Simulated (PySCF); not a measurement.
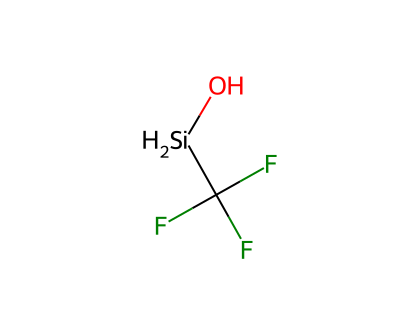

The drawing above gives the connectivity. The computed structure is the end point of a PBE0-D3(BJ)/def2-SVP optimisation. No frequency run is at hand to confirm it as a minimum.

Describe the 3D structure.

Formula CH3F3OSi. As SMILES it reads `O[SiH2]C(F)(F)F`. It has no ring. Among its groups: C–F bond, Si–H bond, Si–O bond. The point group is C1. Coordination: 1 O bent; 1 Si tetrahedral; 1 C tetrahedral.

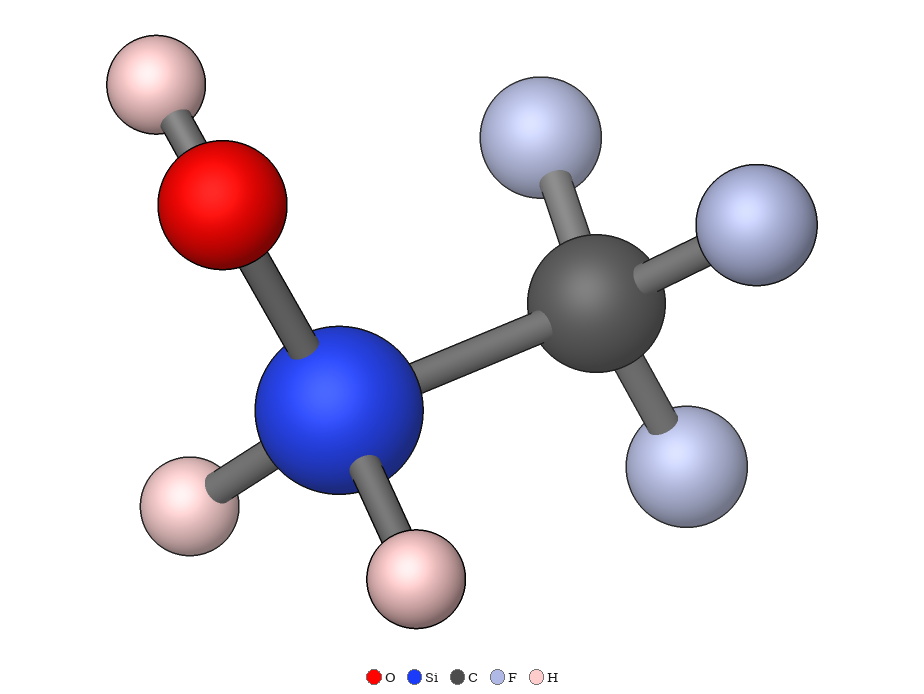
